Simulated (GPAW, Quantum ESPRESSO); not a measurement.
# HfO2 (Fm-3m): the O K absorption edge, part 3 of 5

Aim: the O K edge of HfO2 (Fm-3m) by two routes, a Lanczos recursion (XSpectra) and a sum over empty bands (GPAW), to see which features are robust.

Quantum ESPRESSO 7.5 and GPAW 26.7.0; core-hole supercells, plane-wave PAW PBE.

So far. Step 8 (Spectrum with FCH, O atom 2 (Quantum ESPRESSO)): The hole costs E(hole) − E(ground) = 524.26 eV, and the lowest empty level of the hole cell lies at 15.69 eV, which puts the zero at 539.95 eV. One term is added: -8.91 eV, since the hole is spin-paired here and a spin-polarised one costs that much less in the free atom (computed apart). The photon energy is then 531.04 eV. The functional and the charged cell's background leave an error of a few eV in such absolute values.

### Step 9. Another broadening

Level of this step: X-ray absorption near-edge structure, plane-wave PAW PBE, one-electron final states by a Lanczos continued fraction (Quantum ESPRESSO).

The final state's lifetime shortens with energy, so measured features broaden above the edge; the saved Lanczos coefficients are redrawn with a width that grows.

The input, xspectra_plot.in:

```
&input_xspectra
   calculation='xanes_dipole', edge='K'
   prefix='x', outdir='tmp', xiabs=2, xe0=13.7903
   xonly_plot=.true., x_save_file='xanes.sav'
   xniter=3000, xcheck_conv=20, xerror=0.005
   xcoordcrys=.false., xepsilon(1)=1, xepsilon(2)=0, xepsilon(3)=0
/
&plot
   xnepoint=413, xemin=-10, xemax=45, terminator=.true., cut_occ_states=.true.
   gamma_mode='variable', gamma_energy(1)=4, gamma_energy(2)=25, gamma_value(1)=0.3, gamma_value(2)=2.5
/
&pseudos
   filecore='../O.wfc'
/
&cut_occ
   cut_desmooth=0.1, cut_stepl=0.05, cut_stepu=0.05, cut_ierror=1e-5
/
4 5 5 0 0 0
```

On the command line:

```bash
> OMP_NUM_THREADS=1 xspectra.x -in xspectra_plot.in > xspectra_plot.out
```

Numbers of over 12 decimals in the logs are rounded to 6 here.

The program printed:

```text
     [... banner and references ...]
Reading input_file
     -------------------------------------------------------------------------

     calculation: xanes_dipole

     xonly_plot: TRUE
        => only the spectrum plot

     main plot parameters:
        cut_occ_states: TRUE
        gamma_mode:  variable
        -> first, constant up to point ( 4.00, 0.30) [eV]
        -> then, linear up to point (25.00, 2.50) [eV]
        -> finally, constant up to xemax
        xemin [eV]: -10.00
        xemax [eV]:  45.00
        xnepoint:  413
[...]
xemin [eV]: -10.00
        xemax [eV]:  45.00
        xnepoint:  413
        energy-dependent broadening parameter:
         -> first, constant up to point ( 4.00, 0.30) [eV]
         -> then, linear up to point (25.00, 2.50) [eV]
         -> finally, constant up to xemax
        Core level energy [eV]:  -543.1
         (from electron binding energy of neutral atoms in X-ray data booklet)

     Cross-section successfully written in xanes.dat

     -------------------------------------------------------------------------
                                END JOB XSpectra
     -------------------------------------------------------------------------
[key lines of the parts left out:]
Fermi level [eV]:  11.8895
```

Elapsed: 3.6 s, on 1 MPI rank of Arm Neoverse V2, shared host; peak memory 0.05 GiB.

With a Lorentzian half width 0.3 eV up to 4 eV, rising linearly to 2.5 eV at 25 eV (counted from xe0, 1.9 eV below the zero used here), the maxima are 0.5 eV (1.69), 3.9 eV (2.52), 8.7 eV (1.01), 12.4 eV (0.91) and 21.3 eV (0.79).

### Step 10. Supercell with XCH, O atom 2 (Quantum ESPRESSO)

The holes are 6.3 Å apart. The excited electron is kept in the cell, where it fills the lowest empty states and screens the hole.

Changed against the first core-hole run: core hole to XCH.

The input, scf.in:

```
&control
   calculation='scf', prefix='x', pseudo_dir='../pp', outdir='tmp', tprnfor=.true.
/
&system
   ibrav=0, nat=18, ntyp=3, nbnd=90
   ecutwfc=50, ecutrho=360
   occupations='smearing', smearing='gaussian', degauss=0.003
/
&electrons
   conv_thr=1.8e-07, electron_maxstep=120
   mixing_beta=0.5
/
ATOMIC_SPECIES
Hf 1.0 Hf.pbe-spn-kjpaw.UPF
O0 1.0 O.pbe-n-kjpaw-1sch.UPF
O 1.0 O.pbe-n-kjpaw.UPF
CELL_PARAMETERS angstrom
  2.55750000 5.11500000 -2.55750000
  5.11500000 -2.55750000 2.55750000
  2.55750000 -5.11500000 -2.55750000
ATOMIC_POSITIONS crystal
Hf   0.00000000 0.00000000 0.00000000
Hf   0.50000000 0.00000000 0.50000000
Hf   0.00000000 0.33333333 0.33333333
Hf   0.50000000 0.66666667 0.16666667
Hf   0.50000000 0.33333333 0.83333333
Hf   0.00000000 0.66666667 0.66666667
O0   0.37500000 0.00000000 0.12500000
O    0.87500000 0.00000000 0.62500000
O    0.37500000 0.33333333 0.45833333
O    0.87500000 0.66666667 0.29166667
O    0.87500000 0.33333333 0.95833333
O    0.37500000 0.66666667 0.79166667
O    0.12500000 0.33333333 0.70833333
O    0.62500000 0.33333333 0.20833333
O    0.12500000 0.66666667 0.04166667
O    0.62500000 0.00000000 0.87500000
O    0.62500000 0.66666667 0.54166667
O    0.12500000 0.00000000 0.37500000
K_POINTS automatic
3 4 4 0 0 0
```

On the command line:

```bash
> OMP_NUM_THREADS=1 mpirun --oversubscribe --bind-to none -np 4 pw.x -nk 4 -in scf.in > scf.out
```

The program printed:

```text
     [... banner and references ...]
[banner, memory and clock lines left out]
using ibrav=0 with symmetry is DISCOURAGED, use correct ibrav instead

     G-vector sticks info

     bravais-lattice index     =            0
     lattice parameter (alat)  =      11.8383  a.u.
     unit-cell volume          =    1354.6427 (a.u.)^3
     number of atoms/cell      =           18
     number of atomic types    =            3
     number of electrons       =       145.00
     number of Kohn-Sham states=           90
     kinetic-energy cutoff     =      50.0000  Ry
     charge density cutoff     =     360.0000  Ry
     scf convergence threshold =      1.8E-07
     mixing beta               =       0.5000
     number of iterations used =            8  plain     mixing
     Exchange-correlation= SLA  PW   PBX  PBC
                           (   1   4   3   4   0   0   0)

     celldm(1)=  11.838322  celldm(2)=   0.000000  celldm(3)=   0.000000
     celldm(4)=   0.000000  celldm(5)=   0.000000  celldm(6)=   0.000000

     crystal axes: (cart. coord. in units of alat)
               a(1) = (   0.408248   0.816497  -0.408248 )
               a(2) = (   0.816497  -0.408248   0.408248 )
               a(3) = (   0.408248  -0.816497  -0.408248 )

     reciprocal axes: (cart. coord. in units 2 pi/alat)
               b(1) = (  0.612372  0.612372 -0.612372 )
               b(2) = (  0.816497 -0.000000  0.816497 )
               b(3) = (  0.204124 -0.612372 -1.020621 )

     PseudoPot. #1 for Hf:     Pseudo is Projector augmented-wave + core cor, Zval = 12.0

     ../pp/O.pbe-n-kjpaw-1sch.UPF
     Pseudo is Projector augmented-wave + core cor, Zval =  7.0
[...]
iteration # 16     ecut=    50.00 Ry     beta= 0.50
     Davidson diagonalization with overlap
     ethr =  3.57E-10,  avg # of iterations =  4.9

     End of self-consistent calculation

          k = 0.0000 0.0000 0.0000 (  8101 PWs)   bands (ev):

   -49.2306 -49.2215 -49.2186 -49.2120 -49.0763 -49.0706 -18.2171 -18.0308
   -18.0192 -18.0083 -17.9112 -17.9082 -17.8793 -17.8481 -17.8417 -17.7725
   -17.7507 -17.7390 -17.7108 -17.6873 -17.6460 -17.6019 -17.5861 -17.5833
[...]
15.8574  15.8580  16.1242  16.2350  16.3810  16.4727  16.5717  16.6067
    16.9877  17.0774  17.2356  17.2780  17.2923  18.4596  18.8285  18.8411
    18.9202  19.0018

     [... bands of 16 further k-points ...]

     the Fermi energy is    15.9960 ev

!    total energy              =   -4690.27376606 Ry
     total all-electron energy =   -182711.290276 Ry
     estimated scf accuracy    <       0.00000012 Ry
     smearing contrib. (-TS)   =      -0.00055223 Ry
     internal energy E=F+TS    =   -4690.27321383 Ry

     The total energy is F=E-TS. E is the sum of the following terms:
     one-electron contribution =    -153.56296057 Ry
     hartree contribution      =     175.54461373 Ry
     xc contribution           =    -341.10982469 Ry
     ewald contribution        =    -816.09598100 Ry
     one-center paw contrib.   =   -3555.04906130 Ry

     convergence has been achieved in  16 iterations

     Forces acting on atoms (cartesian axes, Ry/au):

     atom    1 type  1   force =    -0.05851336   -0.06177219    0.05851336
     atom    2 type  1   force =     0.05849521   -0.06098155   -0.05849521
     atom    3 type  1   force =     0.00062972    0.00264488   -0.00225857
[...]
atom   17 type  3   force =    -0.00671883   -0.00680909    0.02356562
     atom   18 type  3   force =     0.00107490    0.03337935   -0.00107490

     Total force =     0.219868     Total SCF correction =     0.000161

     XML data file, charge density, pseudopotentials, collected wavefunctions
```

Run time: 3.3 min. Hardware: 4 MPI ranks; peak memory 0.36 GiB; 13 min of CPU time.

Energy with the hole: -2485913.746 eV, cores included.

### Step 11. Excitation energy, O atom 2 (Quantum ESPRESSO)

With the excited electron kept in the cell the system stays neutral, and the energy difference is an excitation energy by itself. In a small cell that electron takes up a good share of the lowest empty band, or all of one, which shifts the value from the true onset.

The total-energy difference is 540.17 eV. With the free-atom term of -8.91 eV for this edge, the photon energy is 531.26 eV.

### Step 12. The field without a hole (GPAW)

The second program starts from its own ground state, on the same cell and functional.

The input, scf.py:

```python
import numpy as np
from ase import Atoms
from ase.parallel import parprint, paropen
from gpaw import GPAW, PW, FermiDirac, Mixer, MixerDif, setup_paths
from gpaw.test import gen
setup_paths.insert(0, '.')
gen('O', name='nch1s', xcname='PBE', corehole=(1, 0, 0), write_xml=True)
from gpaw.mpi import world
world.barrier()

atoms = Atoms('HfO2',
    cell=[[0, 2.5575, 2.5575],
     [2.5575, 0, 2.5575],
     [2.5575, 2.5575, 0]],
    scaled_positions=[[0, 0, 0],
     [0.75, 0.75, 0.75],
     [0.25, 0.25, 0.25]],
    pbc=True)
atoms.calc = calc = GPAW(legacy_gpaw=True, mode=PW(500), xc='PBE', setups={1: 'nch1s'},
    kpts={'size': (8, 8, 8), 'gamma': True}, occupations=FermiDirac(0.05),
    charge=0, mixer=Mixer(0.1, 5, 50), maxiter=150,
    convergence={'density': 0.0001}, txt='scf.txt')
energy = atoms.get_potential_energy() + calc.get_reference_energy()
ef = calc.get_fermi_level()
out = dict(energy=energy, fermi=ef, forces=atoms.get_forces().tolist())
parprint(f'all-electron energy {energy:.4f} eV, Fermi level {ef:.4f} eV')
ev = np.array([[calc.get_eigenvalues(k, s) for k in range(len(calc.get_ibz_k_points()))] for s in range(calc.get_number_of_spins())])
out['homo'], out['lumo'], out['counts'] = ev[ev < ef].max(), ev[ev > ef].min(), sorted(set((ev < ef).sum((0, 2)).tolist()))
out['filled'] = (ev[:, 0] < ef).sum(1).tolist()
import json
with paropen('out.json', 'w') as f:
    json.dump(out, f)
```

On the command line:

```bash
> OMP_NUM_THREADS=1 mpirun -n 4 gpaw python scf.py
```

The program printed:

```text
Input parameters:
  convergence: {density: 0.0001}
  kpts: {gamma: True,
         size: (8, 8, 8)}
  maxiter: 150
  mixer: {backend: pulay,
          beta: 0.1,
          method: separate,
          nmaxold: 5,
          weight: 50}
  mode: {ecut: 500.0,
         name: pw}
  occupations: {fixmagmom: False,
                name: fermi-dirac,
                width: 0.05}
  setups: {1: nch1s}
  xc: PBE

Initialize ...

[...]
2s(2) :    -0.880545     1.081993
*s    :     0.119455
2p(4) :    -0.331818     0.878848
*p    :     0.668182
*d    :     0.000000
--------------------------------

Diagonalizing with gridspacing h=0.050

state   all-electron     PAW
-------------------------------
2s:      -0.880545    -0.881653
2p:      -0.331818    -0.335594
*d:                    0.049820
*f:                    0.077145
-------------------------------
all-electron energy -413995.0915 eV, Fermi level 9.1559 eV
[key lines of the parts left out:]
Converged after 12 iterations.
Dipole moment: (-0.000000, -0.000000, -0.000000) |e|*Ang
Free energy:    -27.271507
Fermi level: 9.15592
```

Wall time 4.4 s (4 MPI ranks); peak memory 0.18 GiB; 17 s of CPU time.

The mesh shows a gap of 3.73 eV, so the hole is first treated in a charged cell, without the excited electron.

### Step 13. Spectrum without a core hole, O atom 2 (GPAW)

This cheap baseline ignores the attraction of the hole: it shows the absorber's empty states as they are in the ground state. The data set with a hole of occupation 0 only carries the core orbital.

The input, xas.py:

```python
import numpy as np
from ase import Atoms
from ase.parallel import parprint, paropen
from gpaw import GPAW, PW, FermiDirac, Mixer, MixerDif, setup_paths
from gpaw.test import gen
setup_paths.insert(0, '.')
gen('O', name='nch1s', xcname='PBE', corehole=(1, 0, 0), write_xml=True)
from gpaw.mpi import world
world.barrier()

atoms = Atoms('HfO2',
    cell=[[0, 2.5575, 2.5575],
     [2.5575, 0, 2.5575],
     [2.5575, 2.5575, 0]],
    scaled_positions=[[0, 0, 0],
     [0.75, 0.75, 0.75],
     [0.25, 0.25, 0.25]],
    pbc=True)
atoms.calc = calc = GPAW(legacy_gpaw=True, mode=PW(500), xc='PBE', setups={1: 'nch1s'},
    kpts={'size': (8, 8, 8), 'gamma': True}, occupations=FermiDirac(0.02),
    charge=0, mixer=Mixer(0.1, 5, 50), maxiter=150,
    convergence={'density': 0.0001}, txt='scf.txt')
energy = atoms.get_potential_energy() + calc.get_reference_energy()
ef = calc.get_fermi_level()
out = dict(energy=energy, fermi=ef, forces=atoms.get_forces().tolist())
parprint(f'all-electron energy {energy:.4f} eV, Fermi level {ef:.4f} eV')
ev = np.array([[calc.get_eigenvalues(k, s) for k in range(len(calc.get_ibz_k_points()))] for s in range(calc.get_number_of_spins())])
out['homo'], out['lumo'], out['counts'] = ev[ev < ef].max(), ev[ev > ef].min(), sorted(set((ev < ef).sum((0, 2)).tolist()))
out['filled'] = (ev[:, 0] < ef).sum(1).tolist()

from ase.units import Ha
from gpaw.xas import dipole_matrix_elements
nb = int(calc.get_number_of_electrons() / 2) + 28
top = nb
nscf = calc.fixed_density(kpts={'size': (8, 8, 8), 'gamma': True},
    convergence={'eigenstates': 1.0}, txt='nscf.txt')
nscf.diagonalize_full_hamiltonian(nbands=nb)
cell = atoms.cell.array
ops = [cell.T @ U.T @ np.linalg.inv(cell.T) for U in nscf.wfs.kd.symmetry.op_scc]
filled = [12]  # bands filled in the ground state, by spin
E = np.arange(-25, 34, 0.1)
fwhm = np.interp(E, [4, 25], [0.9, 3.5])
Y, X, zero, highest = 0, 0, 1e9, 1e9
for spin in range(nscf.get_number_of_spins()):
    wfs = nscf.wfs
    A = dipole_matrix_elements(wfs.setups[1])
    eps = np.zeros((wfs.kd.nibzkpts, nb))
    d = np.zeros((3, A.shape[1], wfs.kd.nibzkpts, nb), complex)
    for kpt in wfs.kpt_u:
        if kpt.s == spin and 1 in kpt.P_ani:
            eps[kpt.k] = kpt.eps_n * Ha
            d[:, :, kpt.k] = (kpt.weight * wfs.nspins / 2) ** 0.5 * np.inner(A, kpt.P_ani[1])
    world.sum(eps)
    world.sum(d)
    T = np.einsum('amkn,bmkn->abkn', d, d.conj()).real
    T = sum(np.einsum('ai,ijkn,bj->abkn', R, T, R) for R in ops) / len(ops)
    empty = np.ones_like(eps, bool) & (np.arange(nb) >= filled[spin])
    zero, highest = min(zero, eps[empty].min()), min(highest, eps[:, top - 1].min())
    lines = [(eps, T, empty)] if spin == 0 else lines + [(eps, T, empty)]
for eps, T, empty in lines:
    f = np.einsum('aakn->akn', T).reshape(3, -1)
    x = eps.ravel() - zero
    w = np.interp(x, E, fwhm) / 2.35482
    g = np.exp(-0.5 * ((E[:, None] - x) / w) ** 2) / (w * (2 * np.pi) ** 0.5)
    Y = Y + (f * empty.ravel()) @ g.T
    X = X + (f * ~empty.ravel()) @ g.T
out.update(E=E.round(2).tolist(), xas=Y.tolist(), xes=X.tolist(), zero=zero, valid=highest - zero, nk=len(eps), nb=nb)
for i in range(0, len(E), 10):
    parprint(f'{E[i]:7.2f}', *(f'{v:10.3e}' for v in Y[:, i]))
import json
with paropen('out.json', 'w') as f:
    json.dump(out, f)
```

On the command line:

```bash
> OMP_NUM_THREADS=1 mpirun -n 4 gpaw python xas.py
```

The program printed:

```text
Input parameters:
  convergence: {density: 0.0001}
  kpts: {gamma: True,
         size: (8, 8, 8)}
  maxiter: 150
  mixer: {backend: pulay,
          beta: 0.1,
          method: separate,
          nmaxold: 5,
          weight: 50}
  mode: {ecut: 500.0,
         name: pw}
  occupations: {fixmagmom: False,
                name: fermi-dirac,
                width: 0.02}
  setups: {1: nch1s}
  xc: PBE

Initialize ...

[...]
*p    :     0.668182
*d    :     0.000000
--------------------------------

Diagonalizing with gridspacing h=0.050

state   all-electron     PAW
-------------------------------
2s:      -0.880545    -0.881653
2p:      -0.331818    -0.335594
*d:                    0.049820
*f:                    0.077145
-------------------------------
all-electron energy -413995.0915 eV, Fermi level 8.5959 eV
[...]
32.00  3.775e-05  3.775e-05  3.775e-05
  33.00  4.736e-05  4.736e-05  4.736e-05
[key lines of the parts left out:]
Converged after 12 iterations.
Dipole moment: (-0.000000, -0.000000, -0.000000) |e|*Ang
Free energy:    -27.271507
Fermi level: 8.59591
```

Wall time 16 s (4 MPI ranks); peak memory 0.27 GiB; 62 s of CPU time.

The O K spectrum, O atom 2, no core hole (energy from the lowest empty level; intensity scaled to a mean of 1 over the first 20 eV):

```csv
E (eV),intensity
-2.0,0.00
-0.5,0.03
1.0,1.37
2.5,0.15
4.0,1.72
5.5,2.23
7.0,0.83
8.5,1.12
10.0,0.99
11.5,0.67
13.0,1.10
14.5,0.87
16.0,0.76
17.5,0.80
19.0,0.65
20.5,0.70
22.0,0.95
23.5,0.98
25.0,0.64
26.5,0.39
28.0,0.33
29.5,0.36
31.0,0.38
```

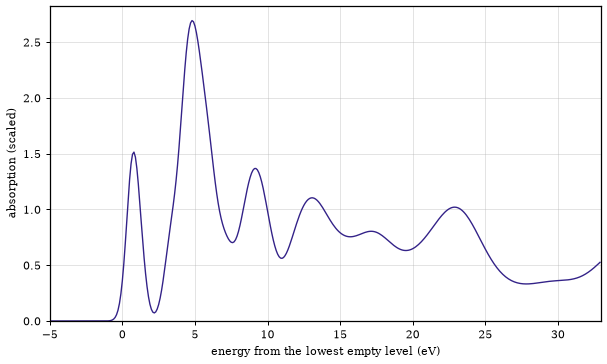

The O K edge, O atom 2, no core hole: main maxima at 0.8, 4.8 and 9.2 eV.

Main maxima below 24 eV (height): 0.8 eV (1.51), 4.8 eV (2.69), 9.2 eV (1.37), 13.1 eV (1.10) and 22.9 eV (1.02). 

The same matrix elements for filled bands give the O K emission of O atom 2 (ground-state approximation; energy from the lowest empty level, largest value 1):

```csv
E (eV),emission
-24.0,0.00
-22.5,0.00
-21.0,0.00
-19.5,0.00
-18.0,0.00
-16.5,0.00
-15.0,0.00
-13.5,0.00
-12.0,0.00
-10.5,0.00
-9.0,0.27
-7.5,0.60
-6.0,0.57
-4.5,0.78
-3.0,0.01
-1.5,0.00
0.0,0.00
1.5,0.00
3.0,0.00
```

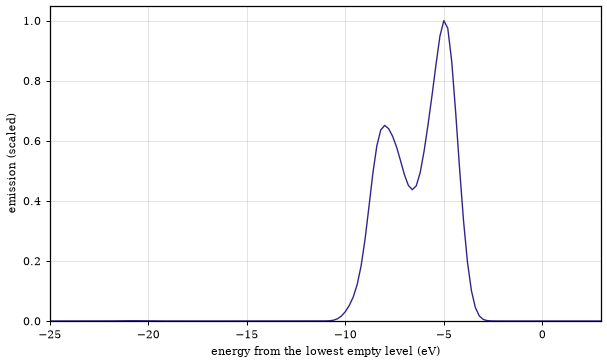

X-ray emission from the filled bands.

Emission maxima: -8.0 eV (0.65) and -5.0 eV (1.00).

### Step 14. Reference energy of the supercell (GPAW)

Total energies of two programs can't be mixed, so the cell and mesh of GPAW's hole run get a reference energy of their own.

Changes to scf.py since step 12:

```diff
@@ -10,12 +10,27 @@
 
-atoms = Atoms('HfO2',
-    cell=[[0, 2.5575, 2.5575],
-     [2.5575, 0, 2.5575],
-     [2.5575, 2.5575, 0]],
+atoms = Atoms('Hf6O12',
+    cell=[[2.5575, 5.115, -2.5575],
+     [5.115, -2.5575, 2.5575],
+     [2.5575, -5.115, -2.5575]],
     scaled_positions=[[0, 0, 0],
-     [0.75, 0.75, 0.75],
-     [0.25, 0.25, 0.25]],
+     [0.5, 0, 0.5],
+     [0, 0.33333333, 0.33333333],
+     [0.5, 0.66666667, 0.16666667],
+     [0.5, 0.33333333, 0.83333333],
+     [0, 0.66666667, 0.66666667],
+     [0.375, 0, 0.125],
+     [0.875, 0, 0.625],
+     [0.375, 0.33333333, 0.45833333],
+     [0.875, 0.66666667, 0.29166667],
+     [0.875, 0.33333333, 0.95833333],
+     [0.375, 0.66666667, 0.79166667],
+     [0.125, 0.33333333, 0.70833333],
+     [0.625, 0.33333333, 0.20833333],
+     [0.125, 0.66666667, 0.04166667],
+     [0.625, 0, 0.875],
+     [0.625, 0.66666667, 0.54166667],
+     [0.125, 0, 0.375]],
     pbc=True)
-atoms.calc = calc = GPAW(legacy_gpaw=True, mode=PW(500), xc='PBE', setups={1: 'nch1s'},
-    kpts={'size': (8, 8, 8), 'gamma': True}, occupations=FermiDirac(0.05),
+atoms.calc = calc = GPAW(legacy_gpaw=True, mode=PW(500), xc='PBE', setups={6: 'nch1s'},
+    kpts={'size': (3, 4, 4), 'gamma': True}, occupations=FermiDirac(0.02),
     charge=0, mixer=Mixer(0.1, 5, 50), maxiter=150,
```

On the command line:

```bash
> OMP_NUM_THREADS=1 mpirun -n 4 gpaw python scf.py
```

The program printed:

```text
Input parameters:
  convergence: {density: 0.0001}
  kpts: {gamma: True,
         size: (3, 4, 4)}
  maxiter: 150
  mixer: {backend: pulay,
          beta: 0.1,
          method: separate,
          nmaxold: 5,
          weight: 50}
  mode: {ecut: 500.0,
         name: pw}
  occupations: {fixmagmom: False,
                name: fermi-dirac,
                width: 0.02}
  setups: {6: nch1s}
  xc: PBE

Initialize ...

[...]
2s(2) :    -0.880545     1.081993
*s    :     0.119455
2p(4) :    -0.331818     0.878848
*p    :     0.668182
*d    :     0.000000
--------------------------------

Diagonalizing with gridspacing h=0.050

state   all-electron     PAW
-------------------------------
2s:      -0.880545    -0.881653
2p:      -0.331818    -0.335594
*d:                    0.049820
*f:                    0.077145
-------------------------------
all-electron energy -2483970.5620 eV, Fermi level 9.3314 eV
[key lines of the parts left out:]
Converged after 24 iterations.
Dipole moment: (-0.000000, 0.000000, 0.000000) |e|*Ang
Free energy:   -163.642634
Fermi level: 9.33142
```

Run time: 2 min. Hardware: 4 MPI ranks; peak memory 0.38 GiB.

Reference energy: -2483970.562 eV with the cores included.

(Continued in part 4 of 5.)

[Banner, clock and machine lines of the logs are left out without a mark of their own.]

[Logs are printed without paths, hosts, clocks, repeated set-up lines and the standing remarks that a program may print on its own settings, such as how far it seeks lower states.]

[Hosts, paths, dates, database ids (printed as entryN), source tags and the programs' standing remarks are cut or masked in the printed files.]

[Lists of maxima count a maximum above −3 eV only where it reaches 4 % of the highest in the window and stands out from its surroundings by 2 % of it (1.5 % where it reaches 55 %); shoulders and weaker maxima are passed over, and of the rest the first, up to two pre-edge ones and the few strongest are named.]
